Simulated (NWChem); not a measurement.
# SCl2O2 (sulfuryl chloride) at 6 levels

We compute a comparison of 6 runs (HF/STO-3G, HF/def2-SVP, PBE/6-311G**, TPSS/pcseg-2, B3LYP/6-31G*, MP2/cc-pVDZ) of SCl2O2 (sulfuryl chloride). 

Program for the calculation: NWChem 7.3.0.

**1. The structure to begin with**

SCl2O2: 5 atoms, total charge 0, spin state singlet. SMILES: `O=S(=O)(Cl)Cl`. Geometry: relaxed at PBE0-D4/def2-TZVP.

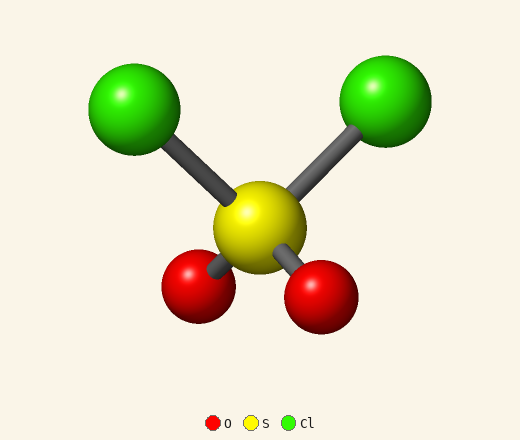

Viewed from a chosen angle; oxygen red, sulfur yellow, chlorine green.

**2. Energy and gradient at HF/STO-3G (run 1)**

The input, cl2o2s.nw:

```
start cl2o2s
title "Cl2O2S hf"
memory stack 880 mb heap 220 mb global 1100 mb
charge 0

geometry units bohr noautosym nocenter noautoz
  O    1.63669180   0.56748476  -2.35573259
  S   -0.12944624   0.23961727  -0.37378783
  O   -2.61103459   1.23531397  -0.45542400
  Cl  -0.39608660  -3.48692265   0.33996173
  Cl   1.49987563   1.44450665   2.84517165
end

basis spherical bse
  * library STO-3G
end

scf
  thresh 1e-08
  maxiter 80
end

task scf gradient
```

Run with:

```bash
$ nwchem cl2o2s.nw > cl2o2s.out
```

What it wrote:

```text
[...]
  functions       =    37
[...]
  wavefunction    = RHF
[...]
         Total SCF energy =  -1449.617839184024
      One-electron energy =  -2812.160474265766
      Two-electron energy =    957.676493193869
 Nuclear repulsion energy =    404.866141887874
        Time for solution =      1.4s
[...]
                         RHF ENERGY GRADIENTS
    atom               coordinates                        gradient
                 x          y          z           x          y          z
   1 O       1.636692   0.567485  -2.355733   -0.142689  -0.029170   0.165409
   2 S      -0.129446   0.239617  -0.373788   -0.024860   0.046331  -0.072419
   3 O      -2.611035   1.235314  -0.455424    0.203403  -0.083521   0.010463
   4 Cl     -0.396087  -3.486923   0.339962    0.005113   0.093113  -0.021286
   5 Cl      1.499876   1.444507   2.845172   -0.040968  -0.026753  -0.082166
[...]
```

Run time: 2.3 s. Hardware: 1 thread of AMD EPYC 9R45 (Zen 5), shared host; peak memory 0.099 GiB.

**3. Energy and forces at HF/def2-SVP (run 2)**

The input, cl2o2s.nw:

```
start cl2o2s
title "Cl2O2S hf"
memory 2200 mb
charge 0
geometry noautosym nocenter noautoz
O      0.866100     0.300300    -1.246600
S     -0.068500     0.126800    -0.197800
O     -1.381700     0.653700    -0.241000
Cl    -0.209600    -1.845200     0.179900
Cl     0.793700     0.764400     1.505600
end
basis spherical bse
* library def2-SVP
end
scf
nopen 0
rhf
thresh 1e-08
maxiter 80
print medium
end
task scf gradient
```

Run with:

```bash
$ nwchem cl2o2s.nw > cl2o2s.out
```

What it wrote:

```text
[...]
  functions       =    82
[...]
  wavefunction    = RHF
[...]
         Total SCF energy =  -1465.583711216460
      One-electron energy =  -2828.875344969723
      Two-electron energy =    958.425462270594
 Nuclear repulsion energy =    404.866171482669
        Time for solution =      5.3s
[...]
                         RHF ENERGY GRADIENTS
    atom               coordinates                        gradient
                 x          y          z           x          y          z
   1 O       1.636692   0.567485  -2.355732    0.010361   0.001362  -0.010509
   2 S      -0.129446   0.239617  -0.373788    0.004451  -0.007960   0.012246
   3 O      -2.611034   1.235314  -0.455424   -0.014085   0.005253   0.000340
   4 Cl     -0.396087  -3.486922   0.339962    0.000031   0.001697  -0.000519
   5 Cl      1.499876   1.444507   2.845171   -0.000758  -0.000351  -0.001557
[...]
```

Run time: 7.2 s. Hardware: 1 thread of AMD EPYC 9R45 (Zen 5), shared host; peak memory 0.1 GiB.

Run 3 isn't shown in full; the table further down has it.

**4. Energy and forces at TPSS/pcseg-2 (run 4)**

The input, run.py:

```python
from ase import Atoms
from ase.calculators.nwchem import NWChem

system = Atoms(['O', 'S', 'O', 'Cl', 'Cl'], positions=[
    [0.866100, 0.300300, -1.246600],
    [-0.068500, 0.126800, -0.197800],
    [-1.381700, 0.653700, -0.241000],
    [-0.209600, -1.845200, 0.179900],
    [0.793700, 0.764400, 1.505600],
])

calc = NWChem(
    label='work',
    theory='dft',
    memory='2200 mb',
    basis='pcseg-2',
    basispar='spherical bse',
    dft={'xc': 'xtpss03 ctpss03', 'mult': '1', 'grid': 'fine', 'convergence': 'energy 1e-08', 'iterations': '100', 'mulliken': None, 'print': 'low'},
)
system.calc = calc

forces = system.get_forces()
e = system.get_potential_energy()
print(f"E = {e:.6f} eV")
print("forces (eV/A):")
for s, f in zip(system.symbols, forces):
    print(f"{s:2s} {f[0]:10.5f} {f[1]:10.5f} {f[2]:10.5f}")
```

Run with:

```bash
$ export ASE_NWCHEM_COMMAND="nwchem PREFIX.nwi > PREFIX.nwo"
$ python run.py
```

What it wrote:

```text
E = -39979.511905 eV
forces (eV/A):
O     0.94005    0.18101   -1.06814
S     0.11807   -0.23253    0.37034
O    -1.31872    0.53371   -0.05322
Cl   -0.06891   -0.75914    0.11241
Cl    0.32951    0.27696    0.63861
```

The calculator wrote work.nwi:

```
title "work"

permanent_dir work

scratch_dir work

start work

geometry units angstrom nocenter noautosym noautoz
  O  8.6609999999999998e-01 3.0030000000000001e-01 -1.2465999999999999e+00
  S  -6.8500000000000005e-02 1.2680000000000000e-01 -1.9780000000000000e-01
  O  -1.3816999999999999e+00 6.5369999999999995e-01 -2.4099999999999999e-01
  Cl -2.0960000000000001e-01 -1.8452000000000000e+00 1.7990000000000000e-01
  Cl 7.9369999999999996e-01 7.6439999999999997e-01 1.5056000000000000e+00
end

memory 2200 mb

basis spherical bse noprint
   * library pcseg-2
end

dft
  xc xtpss03 ctpss03
  mult 1
  grid fine
  convergence energy 1e-08
  iterations 100
  mulliken
  print low
end

task dft gradient
```

work.nwo:

```text
Northwest Computational Chemistry Package (NWChem) 7.3.0
             --------------------------------------------------------

           Job information
           ---------------

    nwchem branch   = 7.3.0
    use scalapack   = T
    input           = work.nwi
    prefix          = work.
    data base       = work/work.db
    status          = startup
    nproc           =        1

           Memory information
           ------------------

[... 5 lines left out ...]
    hardfail = no
[... 38 lines left out ...]
            Nuclear Dipole moment (a.u.)
[... 83 lines left out ...]
         Total DFT energy =    -1469.219975375965
[... 1 line left out ...]
           Coulomb energy =     1057.736818786077
[... 1 line left out ...]
 Nuclear repulsion energy =      404.866171482668
[... 29 lines left out ...]
                         DFT ENERGY GRADIENTS

    atom               coordinates                        gradient
                 x          y          z           x          y          z
   1 O       1.636692   0.567485  -2.355732   -0.018281  -0.003520   0.020772
   2 S      -0.129446   0.239617  -0.373788   -0.002296   0.004522  -0.007202
   3 O      -2.611034   1.235314  -0.455424    0.025645  -0.010379   0.001035
   4 Cl     -0.396087  -3.486922   0.339962    0.001340   0.014763  -0.002186
   5 Cl      1.499876   1.444507   2.845171   -0.006408  -0.005386  -0.012419

 Task  times  cpu:       59.9s     wall:       59.9s
 Total times  cpu:       60.0s     wall:       60.0s
```

Run time: 61 s. Hardware: 1 thread of AMD EPYC 9R45 (Zen 5), shared host; peak memory 0.14 GiB.

Run 5 isn't shown in full; the table further down has it.

**5. Energy and forces at MP2/cc-pVDZ (run 6)**

The input, mymol.xyz:

```xyz
5

O      0.866100     0.300300    -1.246600
S     -0.068500     0.126800    -0.197800
O     -1.381700     0.653700    -0.241000
Cl    -0.209600    -1.845200     0.179900
Cl     0.793700     0.764400     1.505600
```

The input, mymol.nw:

```
start mymol
memory stack 880 mb heap 220 mb global 1100 mb
charge 0

geometry units angstrom noautosym nocenter noautoz
 load mymol.xyz
end

basis "ao basis" spherical bse
 * library cc-pVDZ
end

scf
 thresh 1e-08
 maxiter 80
 print low
end

mp2
 freeze core 17
 tight
end

task mp2 gradient
```

Run with:

```bash
$ nwchem mymol.nw > mymol.out
```

What it wrote:

```text
[...]
  functions       =    82
[...]
  wavefunction    = RHF
[...]
         Total SCF energy =  -1466.139140633590
      One-electron energy =  -2829.866437811823
      Two-electron energy =    958.861125695565
 Nuclear repulsion energy =    404.866171482669
        Time for solution =     53.2s
[...]
          Total MP2 energy         -1466.929919679851
[...]
                         mp2 ENERGY GRADIENTS
    atom               coordinates                        gradient
                 x          y          z           x          y          z
   1 O       1.636692   0.567485  -2.355732   -0.042840  -0.005606   0.043465
   2 S      -0.129446   0.239617  -0.373788   -0.006036   0.011492  -0.018091
   3 O      -2.611034   1.235314  -0.455424    0.057196  -0.021278  -0.001390
   4 Cl     -0.396087  -3.486922   0.339962    0.001141   0.021481  -0.004991
   5 Cl      1.499876   1.444507   2.845171   -0.009460  -0.006089  -0.018994
[...]
```

Wall time 2.1 min (1 thread of AMD EPYC 9R45 (Zen 5), shared host); peak memory 0.24 GiB.

**6. Overview of the runs**

```tsv
run	level	iteration cap	module	energy (Eh)	dipole moment (D)	largest force (eV/Å)	wall time
1	HF/STO-3G	80	scf	-1449.617839	0.44	11.333	2.3 s
2	HF/def2-SVP	80	scf	-1465.583711	2.29	0.785	7.2 s
3	PBE/6-311G**	100	dft	-1468.347460	–	2.635	15 s
4	TPSS/pcseg-2	100	dft	-1469.219975	–	1.434	61 s
5	B3LYP/6-31G* (Cartesian functions)	100	dft	-1468.936511	1.48	2.346	20 s
6	MP2/cc-pVDZ	80	mp2	-1466.929920	1.28	3.151	2.1 min
```

**7. What came out**

```
                                                      quantity           value
                                           run 6: total energy  -1466.92992 Eh
run 6: dipole moment (of the density that the program reports)          1.28 D
           run 6: correlation energy (17 core orbitals frozen)      -790.8 mEh
                               run 6: largest force on an atom      3.151 eV/Å
```

What this shows: Over runs 1, 2, 5, 6 the dipole moment (its size) runs from 0.44 D (HF/STO-3G) to 2.29 D (HF/def2-SVP). The two dipoles point in opposite directions. Over runs 1, 2, 5 the HOMO–LUMO gap runs from 6.21 eV (B3LYP/6-31G*) to 14.80 eV (HF/def2-SVP). The two ends differ in method and basis. Totals of different functionals can't be ranked against each other. In run 1 the basis is minimal, so the values are rough. All runs together took 3.9 min, the longest 2.1 min.
